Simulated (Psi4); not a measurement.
**UCCSD(T)/aug-cc-pVDZ (sweep point 3) run of AlNH3 (SMILES [NH2][AlH])**

What is the vertical ionisation energy of AlNH3 at UCCSD(T)/aug-cc-pVDZ (sweep point 3)? 

The calculation is run with Psi4 1.11.

4 further runs of the same task are left out: 4 set aside as unsound or not needed.

**1. The molecule**

The species is AlNH3 (5 atoms), meant as a doublet with charge 0. As SMILES, `[NH2][AlH]`. The coordinates come from a PBE0-D4/def2-TZVP relaxation. This is one conformer, not always the lowest.

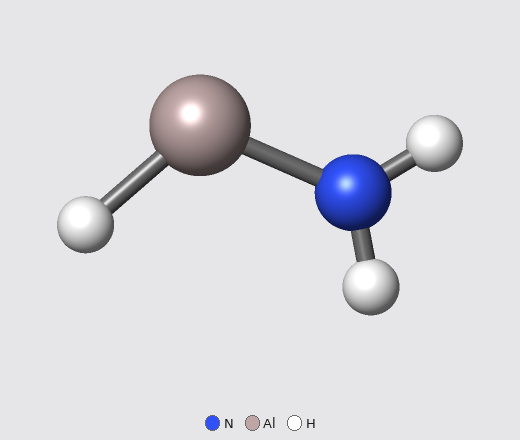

Viewed from a chosen angle; nitrogen blue, aluminium light grey, hydrogen white.

**2. A single-point energy at UCCSD(T)/aug-cc-pVDZ (sweep point 3)**

Input file calc.in:

```
memory 1600 mb

molecule m {
  0 2
  N     -0.22034207    -1.24873102     0.33089104
  Al     1.58094488     1.57584262     0.22827892
  H      0.28062433    -2.84460474     1.23871547
  H     -1.90919030    -1.47927761    -0.52421003
  H      0.36244947     3.85768691    -1.35191007
  units au
  symmetry c1
}

set {
  basis           aug-cc-pVDZ
  reference       uhf
  puream          true
  scf_type        pk
  num_frozen_docc 6
  d_convergence   0.0001
  e_convergence   0.0001
  maxiter         100
}

e_tot, wfn = energy('ccsd(t)', return_wfn=True)
```

Run with:

```console
$ psi4 -n 1 calc.in calc.out
```

calc.out:

```text
[...]
  Running in c1 symmetry.
[...]
  Nuclear repulsion =   46.235092004163874
[...]
  Multiplicity = 2
[...]
  Nalpha       = 12
  Nbeta        = 11
[...]
    Number of basis functions: 77
[...]
   @UHF iter   1:  -297.97088102589970   -7.00676e-01   7.08461e-03 DIIS/ADIIS
[...]
   @UHF iter   6:  -298.11735895440665   -1.16765e-05   8.90297e-06 DIIS
[...]
   @S^2 Observed:                7.549150839E-01
[...]
    Orbital Energies [Eh]
    ---------------------
    Alpha Occupied:
       1A    -58.481214     2A    -15.536275     3A     -4.896313
       4A     -3.211557     5A     -3.207993     6A     -3.206032
       7A     -1.111293     8A     -0.641412     9A     -0.602880
      10A     -0.474514    11A     -0.397561    12A     -0.299777
    Alpha Virtual:
      13A      0.026540    14A      0.031015    15A      0.034993
      16A      0.045389    17A      0.074042    18A      0.078316
      19A      0.078472    20A      0.111754    21A      0.122142
      22A      0.148872    23A      0.149849    24A      0.186220
      25A      0.190237    26A      0.208692    27A      0.210774
[...]
  @UHF Final Energy:  -298.11735895440665
   => Energetics <=
    Nuclear Repulsion Energy =             46.2350920041638744
    One-Electron Energy =                -504.9609431078517900
    Two-Electron Energy =                 160.6084921492812612
    Total Energy =                       -298.1173589544066544
  UHF NO Occupations:
  HONO-2 :   10  A 1.9995109
  HONO-1 :   11  A 1.9981458
[...]
 Multipole Moments:
 ------------------------------------------------------------------------------------
     Multipole            Electronic (a.u.)      Nuclear  (a.u.)        Total (a.u.)
 ------------------------------------------------------------------------------------
 L = 1.  Multiply by 2.5417464519 to convert [e a0] to [Debye]
 Dipole X            :          2.2070038           -2.2703034           -0.0632996
 Dipole Y            :          1.1916028           -1.5586141           -0.3670113
 Dipole Z            :          0.7672605           -0.6584655            0.1087950
 Magnitude           :                                                    0.3879955
[...]
      * MP2 total energy                      = -298.356996342443097
[...]
      * CCSD total energy                     = -298.378829352984667
[...]
      * CCSD(T) total energy                     = -298.386689445617151
[...]
```

It took 71 s on 1 thread of Intel Xeon at 2.50GHz (Skylake/Cascade Lake), shared host; peak memory 0.51 GiB.

**3. The singlet cation**

Input file job.dat:

```
memory 1600 MB

molecule m {
  1 1
  N     -0.22034207    -1.24873102     0.33089104
  Al     1.58094488     1.57584262     0.22827892
  H      0.28062433    -2.84460474     1.23871547
  H     -1.90919030    -1.47927761    -0.52421003
  H      0.36244947     3.85768691    -1.35191007
  units bohr
  symmetry c1
}

set basis aug-cc-pVDZ
set puream true
set scf_type pk
set num_frozen_docc 6
set d_convergence 0.0001
set e_convergence 0.0001

energy('ccsd(t)')
```

Run with:

```console
$ psi4 -n 1 job.dat job.out
```

job.out:

```text
[...]
  Running in c1 symmetry.
[...]
  Nuclear repulsion =   46.235092004163874
[...]
  Multiplicity = 1
[...]
  Nalpha       = 11
  Nbeta        = 11
[...]
    Number of basis functions: 77
[...]
   @RHF iter   1:  -297.69781887498505   -4.27614e-01   6.76475e-03 ADIIS/DIIS
[...]
   @RHF iter   5:  -297.83768135220885   -3.89353e-05   1.51193e-05 DIIS
[...]
    Orbital Energies [Eh]
    ---------------------
    Doubly Occupied:
       1A    -58.800627     2A    -15.754798     3A     -5.206490
       4A     -3.519832     5A     -3.519472     6A     -3.517535
       7A     -1.320300     8A     -0.847251     9A     -0.815835
      10A     -0.695359    11A     -0.609892
[...]
  @RHF Final Energy:  -297.83768135220885
   => Energetics <=
    Nuclear Repulsion Energy =             46.2350920041638744
    One-Electron Energy =                -498.9308236050203504
    Two-Electron Energy =                 154.8580502486475723
    Total Energy =                       -297.8376813522088469
[...]
 Multipole Moments:
 ------------------------------------------------------------------------------------
     Multipole            Electronic (a.u.)      Nuclear  (a.u.)        Total (a.u.)
 ------------------------------------------------------------------------------------
 L = 1.  Multiply by 2.5417464519 to convert [e a0] to [Debye]
 Dipole X            :          3.4777267           -2.2703034            1.2074233
 Dipole Y            :          2.1680161           -1.5586141            0.6094020
 Dipole Z            :          1.0946746           -0.6584655            0.4362091
 Magnitude           :                                                    1.4210982
[...]
      * MP2 total energy                      = -298.074956969213702
[...]
      * CCSD total energy                     = -298.095855616840709
[...]
      * CCSD(T) total energy                  = -298.103712729153813
[...]
```

It took 32 s on 1 thread of Intel Xeon at 2.50GHz (Skylake/Cascade Lake), shared host; peak memory 0.5 GiB.

**4. Summary of results**

At UCCSD(T)/aug-cc-pVDZ (sweep point 3), 6 core orbitals frozen:

```
                                                                 quantity          value
                                              doublet AlNH3: total energy  -298.38669 Eh
doublet AlNH3: HOMO energy (Hartree–Fock orbitals) (highest over α and β)       -8.16 eV
 doublet AlNH3: LUMO energy (Hartree–Fock orbitals) (lowest over α and β)        0.59 eV
               doublet AlNH3: correlation energy (6 core orbitals frozen)     -269.3 mEh
                                            doublet AlNH3: (T) correction      -7.86 mEh
                         doublet AlNH3: ⟨S²⟩ of the reference determinant          0.755
                                             doublet AlNH3: T1 diagnostic          0.023
                                             singlet cation: total energy  -298.10371 Eh
                      singlet cation: HOMO energy (Hartree–Fock orbitals)      -16.60 eV
                      singlet cation: LUMO energy (Hartree–Fock orbitals)       -7.05 eV
                    singlet cation: HOMO–LUMO gap (Hartree–Fock orbitals)        9.55 eV
              singlet cation: correlation energy (6 core orbitals frozen)     -266.0 mEh
                                           singlet cation: (T) correction      -7.86 mEh
                                            singlet cation: T1 diagnostic          0.019
                       vertical ionisation energy (to the singlet cation)       7.700 eV
```

**Reading.** Removing an electron at fixed nuclei costs 7.70 eV (743 kJ/mol). Only the singlet of the ionised species was computed; a triplet could lie lower. The triples (doublet AlNH3) make up 2.9 % of the correlation energy. The triples (singlet cation) make up 3.0 % of the correlation energy.
